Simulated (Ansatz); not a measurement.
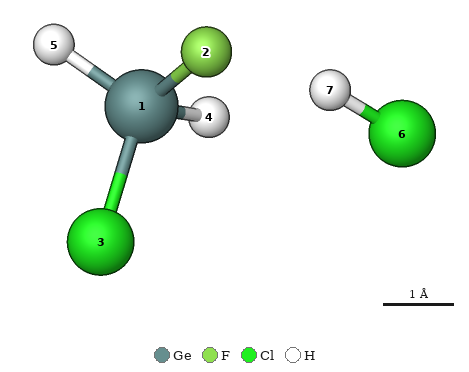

Fig. 1: The starting structure (ball-and-stick view, seen at a tilt; atoms are numbered from 1 in the order of the input). Sticks mark near contacts.

**Nudged elastic band, with input and output: GeH3Cl2F**

The run: nudged elastic band of GeH3Cl2F. Method and program: RKS PBE/def2-SVP (Ansatz 0.2.0).

It belongs to a series of runs on one base structure; here: band between the two ends. Figures and captions count atoms from 1; the log counts them from 0 in places.

**Input**
```yaml
crystal:
  periodic: [false, false, false]
  atoms:
    - { symbol: Ge, position_ang: [-0.041685, -0.236815, -0.194632] }
    - { symbol: F, position_ang: [0.267368, -0.148487, 1.554792] }
    - { symbol: Cl, position_ang: [1.844925, -0.712453, -1.124459] }
    - { symbol: H, position_ang: [-0.511027, 1.165171, -0.629045] }
    - { symbol: H, position_ang: [-1.010337, -1.426617, -0.363885] }
    - { symbol: Cl, position_ang: [1.192371, 2.801073, 1.745196] }
    - { symbol: H, position_ang: [0.876484, 1.551026, 1.979933] }
basis:
  gaussian: { orbitals: def2-SVP }
hamiltonian:
  xc: pbe
neb:
  order_check: false
  images: 7
  f_tol: 0.05
  max_iterations: 60
  final_atoms:
    - { symbol: Ge, position_ang: [0.5025473, 0.12453296, -0.24417755] }
    - { symbol: F, position_ang: [-0.90816565, 0.85605968, 2.13209193] }
    - { symbol: Cl, position_ang: [1.70241674, -0.35118097, -1.9906357] }
    - { symbol: H, position_ang: [-0.64049714, 1.04653894, -0.70100201] }
    - { symbol: H, position_ang: [0.1730735, -1.19744075, 0.46939162] }
    - { symbol: Cl, position_ang: [1.82438287, 1.29809944, 1.08617888] }
    - { symbol: H, position_ang: [-0.03565861, 1.2162887, 2.21605282] }
  initial_path:
    images:
      - { positions_ang: [[-0.041685, -0.236815, -0.194632], [0.267368, -0.148487, 1.554792], [1.844925, -0.712453, -1.124459], [-0.511027, 1.165171, -0.629045], [-1.010337, -1.426617, -0.363885], [1.192371, 2.801073, 1.745196], [0.876484, 1.551026, 1.979933]] }
      - { positions_ang: [[-0.03693607, -0.17762823, -0.14066866], [0.21065151, -0.10051108, 1.67853689], [1.8952527, -0.55062744, -1.03875948], [-0.56809824, 1.19142984, -0.59684726], [-0.95703148, -1.38449102, -0.38397765], [1.23632912, 2.59529366, 1.49156202], [0.83793145, 1.41943227, 1.95805412]] }
      - { positions_ang: [[-0.03218714, -0.11844147, -0.08670531], [0.15393502, -0.05253517, 1.80228179], [1.94558041, -0.38880188, -0.95305995], [-0.62516948, 1.21768868, -0.56464952], [-0.90372597, -1.34236504, -0.4040703], [1.28028725, 2.38951433, 1.23792805], [0.79937891, 1.28783855, 1.93617525]] }
      - { positions_ang: [[-0.0274382, -0.0592547, -0.03274197], [0.09721854, -0.00455925, 1.92602668], [1.99590811, -0.22697632, -0.86736043], [-0.68224072, 1.24394752, -0.53245178], [-0.85042045, -1.30023905, -0.42416295], [1.32424537, 2.18373499, 0.98429407], [0.76082636, 1.15624482, 1.91429637]] }
      - { positions_ang: [[-0.02268927, -6.794e-05, 0.02122137], [0.04050205, 0.04341667, 2.04977158], [2.04623581, -0.06515076, -0.7816609], [-0.73931197, 1.27020636, -0.50025404], [-0.79711493, -1.25811307, -0.44425561], [1.3682035, 1.97795565, 0.73066009], [0.72227381, 1.02465109, 1.8924175]] }
      - { positions_ang: [[0.10861987, 0.03108228, -0.04512836], [-0.19666488, 0.24657742, 2.07035167], [1.96028105, -0.13665831, -1.0839046], [-0.71460826, 1.2142895, -0.55044103], [-0.55456783, -1.24294499, -0.2158438], [1.48224834, 1.8079916, 0.81953979], [0.5327907, 1.0725605, 1.97332633]] }
      - { positions_ang: [[0.23992901, 0.06223251, -0.11147809], [-0.4338318, 0.44973817, 2.09093175], [1.87432628, -0.20816586, -1.3861483], [-0.68990455, 1.15837265, -0.60062802], [-0.31202072, -1.22777691, 0.01256801], [1.59629318, 1.63802754, 0.90841949], [0.3433076, 1.1204699, 2.05423516]] }
      - { positions_ang: [[0.37123816, 0.09338273, -0.17782782], [-0.67099873, 0.65289893, 2.11151184], [1.78837151, -0.27967342, -1.688392], [-0.66520085, 1.10245579, -0.65081501], [-0.06947361, -1.21260883, 0.24097981], [1.71033803, 1.46806349, 0.99729919], [0.15382449, 1.1683793, 2.13514399]] }
      - { positions_ang: [[0.5025473, 0.12453296, -0.24417755], [-0.90816565, 0.85605968, 2.13209193], [1.70241674, -0.35118097, -1.9906357], [-0.64049714, 1.04653894, -0.70100201], [0.1730735, -1.19744075, 0.46939162], [1.82438287, 1.29809944, 1.08617888], [-0.03565861, 1.2162887, 2.21605282]] }
```

Run on 2 threads of Arm Neoverse V2, 24 GiB of memory available, shared host.

Run as:
```bash
ansatz run input.yaml --threads 2 --pin off --max-ram 3072MiB --backend cpu --events-out ev --progress --plain --runs-dir out
```

**What the program printed**
```
Engine: ansatz 0.2.0, aarch64-unknown-linux-gnu
Functional definition: PBE
  parameter kappa = 0.804
  parameter beta = 0.06672455060314922
  exchange = pbe_x(kappa = kappa, mu = beta*pi^2/3)
  correlation = pbe_c(beta = beta)
1063 factors; their error is unknown
mean field evaluation 1: about -84290.5425 eV, gradient 3.8e1 eV
mean field evaluation 2: about -84281.4507 eV, gradient 8.6e1 eV
mean field evaluation 4: about -84292.6956 eV, gradient 3.5e0 eV
mean field evaluation 8: about -84292.6509 eV, gradient 8.1e-2 eV
mean field -84292.65091392 eV, -3097.6977854758 hartree, gradient 2.6e-5 eV, S^2 0.000000; 0 other end points of the search recorded, 0 dependent functions left out
the calculation of the forces begins
reference -84292.65094542 eV, -3097.6977866332 hartree; 39, 39 occupied and 58, 58 virtual orbitals, 1063 factors
1063 factors; their error is unknown
mean field evaluation 16: about -84290.6583 eV, gradient 3.8e1 eV
mean field -84292.73143163 eV, -3097.7007444470 hartree, gradient 4.0e-5 eV, S^2 0.000000; 0 other end points of the search recorded, 0 dependent functions left out
[... from here on the field's lines of each further geometry are left out, up to the last ...]
NEB iter   1: max|band force component| = 3.476e0 eV/Å  barrier→ = 2.2210 eV  barrier← = 2.3015 eV  Δτ_max = 0.2000 Å  (223 SCF iters)
NEB iter   2: max|band force component| = 1.417e0 eV/Å  barrier→ = 1.1501 eV  barrier← = 1.2306 eV  Δτ_max = 0.2000 Å  (208 SCF iters)
NEB iter   3: max|band force component| = 9.256e-1 eV/Å  barrier→ = 0.9028 eV  barrier← = 0.9833 eV  Δτ_max = 0.1970 Å  (195 SCF iters)
NEB iter   4: max|band force component| = 6.307e-1 eV/Å  barrier→ = 0.8322 eV  barrier← = 0.9128 eV  Δτ_max = 0.1222 Å  (192 SCF iters)
NEB iter   5: max|band force component| = 2.881e-1 eV/Å  barrier→ = 0.8164 eV  barrier← = 0.8969 eV  CI = image 4  Δτ_max = 0.1260 Å  (183 SCF iters)
NEB iter   6: max|band force component| = 1.602e-1 eV/Å  barrier→ = 0.8135 eV  barrier← = 0.8940 eV  CI = image 4  Δτ_max = 0.0378 Å  (178 SCF iters)
NEB iter   7: max|band force component| = 1.631e-1 eV/Å  barrier→ = 0.8103 eV  barrier← = 0.8908 eV  CI = image 4  Δτ_max = 0.0186 Å  (177 SCF iters)
NEB iter   8: max|band force component| = 5.213e-2 eV/Å  barrier→ = 0.8090 eV  barrier← = 0.8896 eV  CI = image 4  Δτ_max = 0.0339 Å  (176 SCF iters)
the calculation of the forces begins
reference -84292.70312644 eV, -3097.6997042503 hartree; 39, 39 occupied and 58, 58 virtual orbitals, 1063 factors
1063 factors; their error is unknown
mean field -84291.84215499 eV, -3097.6680641333 hartree, gradient 2.1e-5 eV, S^2 0.000000; 1 other end points of the search recorded, 0 dependent functions left out
the calculation of the forces begins
reference -84291.84218483 eV, -3097.6680652297 hartree; 39, 39 occupied and 58, 58 virtual orbitals, 1063 factors
NEB iter   9: max|band force component| = 4.964e-2 eV/Å  barrier→ = 0.8088 eV  barrier← = 0.8893 eV  CI = image 4  Δτ_max = 0.0000 Å  (351 SCF iters)
```

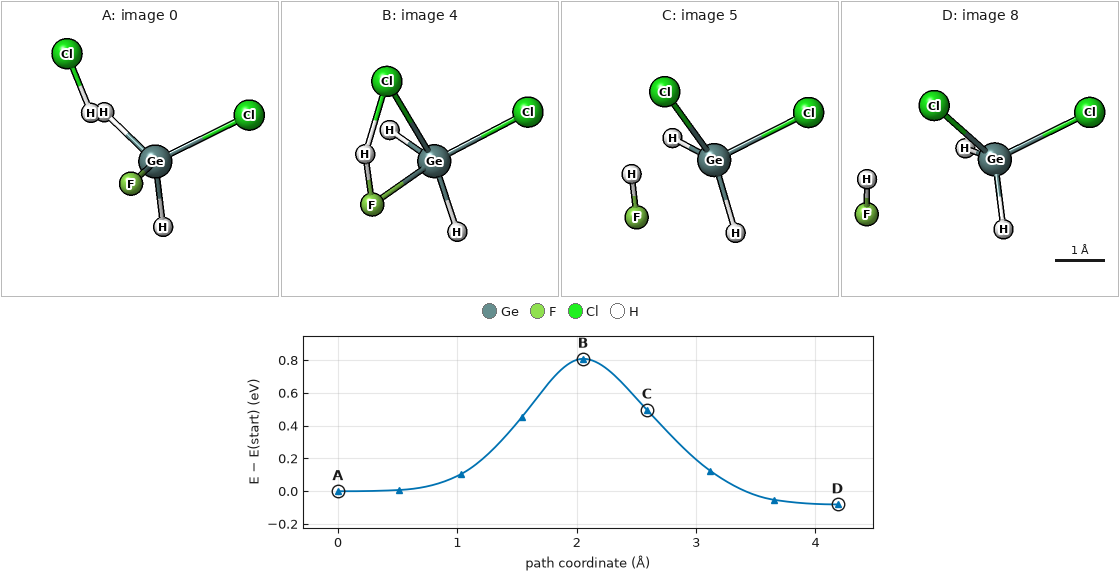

Fig. 2: Images of the last band (counted from 0; ball-and-stick, seen at a tilt) above the energy along the path; the line is a cubic interpolation that uses the forces. The highest image is number 4, 0.809 eV above the start and 0.889 eV above the end (the climbing image); the end lies 0.081 eV below the start. The path is 4.18 Å long. The band converged in 9 iterations.

```
Total energy: -84291.84218483 eV, -3097.6680652297 hartree
Atom 0 at     0.136159     0.136542    -0.088917 Å, force     0.000672    -0.007490    -0.008893 eV/Å
Atom 1 at    -0.193309     0.149206     1.907960 Å, force    -0.008155    -0.002207     0.007701 eV/Å
Atom 2 at     1.883888    -0.234981    -1.335573 Å, force    -0.000253    -0.000903    -0.003354 eV/Å
Atom 3 at    -0.785619     1.239243    -0.640849 Å, force    -0.002962     0.001973     0.001220 eV/Å
Atom 4 at    -0.463213    -1.289647    -0.019439 Å, force     0.004406     0.001987     0.000553 eV/Å
Atom 5 at     1.501077     1.955529     1.168630 Å, force     0.006546     0.003435     0.002514 eV/Å
Atom 6 at     0.539117     1.037005     1.976088 Å, force    -0.000253     0.003205     0.000259 eV/Å
Dipole moment:    -0.375086    -0.108952    -0.031469 e Å
this run last wrote the band of iteration 9 to [file]
```

**The last band as extended XYZ (Å, eV, eV/Å)**
```
7
Properties=species:S:1:pos:R:3:forces:R:3 image=0 energy=-84292.65091
Ge   -0.0417   -0.2368   -0.1946    0.0180  -0.0116  -0.0166
F     0.2674   -0.1485    1.5548   -0.0028   0.0033  -0.0030
Cl    1.8449   -0.7125   -1.1245   -0.0217   0.0063   0.0101
H    -0.5110    1.1652   -0.6290    0.0007  -0.0154   0.0069
H    -1.0103   -1.4266   -0.3639    0.0076   0.0202   0.0039
Cl    1.1924    2.8011    1.7452   -0.0065  -0.0232   0.0042
H     0.8765    1.5510    1.9799    0.0047   0.0204  -0.0055
7
Properties=species:S:1:pos:R:3:forces:R:3 image=1 energy=-84292.64334
Ge   -0.0931   -0.2152   -0.1765   -0.0019  -0.0077  -0.0045
F     0.0769   -0.0962    1.5910    0.0138  -0.0060  -0.0052
Cl    1.8848   -0.4836   -0.9854   -0.0029  -0.0149  -0.0017
H    -0.6937    1.1213   -0.6518    0.0044  -0.0032  -0.0001
H    -0.9096   -1.5052   -0.3942   -0.0137  -0.0002  -0.0079
Cl    1.4364    2.6661    1.6349   -0.0074   0.0269   0.0168
H     0.9164    1.5057    1.9499    0.0077   0.0051   0.0025
7
Properties=species:S:1:pos:R:3:forces:R:3 image=2 energy=-84292.54782
Ge   -0.0796   -0.1260   -0.1303   -0.0784  -0.1007  -0.0421
F    -0.0703   -0.0193    1.6596    0.0923  -0.0736  -0.0667
Cl    1.8917   -0.3065   -0.9872   -0.0113  -0.0272   0.1221
H    -0.7588    1.1588   -0.6402   -0.0139  -0.0372   0.0165
H    -0.7617   -1.4913   -0.2953   -0.1404  -0.0681  -0.1366
Cl    1.5625    2.3815    1.4375    0.0335   0.2084   0.1111
H     0.8343    1.3956    1.9237    0.1183   0.0984  -0.0043
7
Properties=species:S:1:pos:R:3:forces:R:3 image=3 energy=-84292.19795
Ge    0.0109   -0.0015   -0.0858   -0.2377  -0.2413   0.0058
F    -0.1677    0.0640    1.7523    0.0865  -0.1969  -0.2748
Cl    1.8832   -0.2592   -1.1599   -0.0373   0.0207   0.2569
H    -0.7575    1.2126   -0.6386    0.0146  -0.0291   0.0543
H    -0.5968   -1.4044   -0.1328   -0.2271  -0.1993  -0.2278
Cl    1.5380    2.1262    1.3010    0.0748   0.3048   0.2502
H     0.7080    1.2553    1.9316    0.3263   0.3412  -0.0646
7
Properties=species:S:1:pos:R:3:forces:R:3 image=4 energy=-84291.84216
Ge    0.1362    0.1365   -0.0889    0.0007  -0.0075  -0.0089
F    -0.1933    0.1492    1.9080   -0.0082  -0.0022   0.0077
Cl    1.8839   -0.2350   -1.3356   -0.0003  -0.0009  -0.0034
H    -0.7856    1.2392   -0.6408   -0.0030   0.0020   0.0012
H    -0.4632   -1.2896   -0.0194    0.0044   0.0020   0.0006
Cl    1.5011    1.9555    1.1686    0.0065   0.0034   0.0025
H     0.5391    1.0370    1.9761   -0.0003   0.0032   0.0003
7
Properties=species:S:1:pos:R:3:forces:R:3 image=5 energy=-84292.15292
Ge    0.2622    0.2244   -0.1602    0.1765   0.1284  -0.1180
F    -0.3365    0.2599    2.1009   -0.1873   0.0971   0.2976
Cl    1.8956   -0.3022   -1.4953   -0.0039  -0.0088  -0.2931
H    -0.7610    1.2198   -0.7449    0.0030  -0.0160  -0.1018
H    -0.3315   -1.1843    0.1315    0.2305   0.1802   0.1789
Cl    1.5312    1.8122    1.0136    0.0322  -0.2224  -0.1980
H     0.3581    0.9632    2.1222   -0.2509  -0.1584   0.2345
7
Properties=species:S:1:pos:R:3:forces:R:3 image=6 energy=-84292.52639
Ge    0.3600    0.2474   -0.2596    0.0735  -0.0123  -0.1216
F    -0.5403    0.3904    2.2670   -0.1955   0.0803   0.1839
Cl    1.8611   -0.3704   -1.6981   -0.0428   0.0132  -0.2567
H    -0.7070    1.1837   -0.8637    0.0295  -0.0227  -0.0857
H    -0.1732   -1.0821    0.3124    0.2038   0.1261   0.1555
Cl    1.5976    1.6537    0.9700    0.0530  -0.1368  -0.0089
H     0.2200    0.9703    2.2400   -0.1216  -0.0478   0.1335
7
Properties=species:S:1:pos:R:3:forces:R:3 image=7 energy=-84292.70310
Ge    0.4525    0.2078   -0.2990    0.0074  -0.0130  -0.0054
F    -0.7752    0.6135    2.2925   -0.0510   0.0378   0.0122
Cl    1.7743   -0.4040   -1.9056   -0.0216   0.0121  -0.0701
H    -0.6443    1.1276   -0.8701    0.0081  -0.0129   0.0051
H     0.0202   -1.0626    0.4498    0.0647   0.0129   0.0259
Cl    1.7168    1.4732    1.0052    0.0324  -0.0405   0.0131
H     0.0737    1.0374    2.2950   -0.0400   0.0036   0.0192
7
Properties=species:S:1:pos:R:3:forces:R:3 image=8 energy=-84292.73143
Ge    0.5025    0.1245   -0.2442    0.0030   0.0007  -0.0032
F    -0.9082    0.8561    2.1321   -0.0152  -0.0053   0.0004
Cl    1.7024   -0.3512   -1.9906   -0.0001  -0.0003   0.0002
H    -0.6405    1.0465   -0.7010   -0.0002  -0.0005   0.0012
H     0.1731   -1.1974    0.4694   -0.0005   0.0011   0.0009
Cl    1.8244    1.2981    1.0862    0.0015  -0.0008  -0.0022
H    -0.0357    1.2163    2.2161    0.0113   0.0052   0.0027
```

**Key numbers**

```csv
quantity,value
outcome,converged
"barrier, forward",0.809 eV
"barrier, backward",0.889 eV
wall time,97 s (CPU time 3.1 min)
peak memory,0.14 GiB
```

**Notes**

The order of the saddle point was not checked.
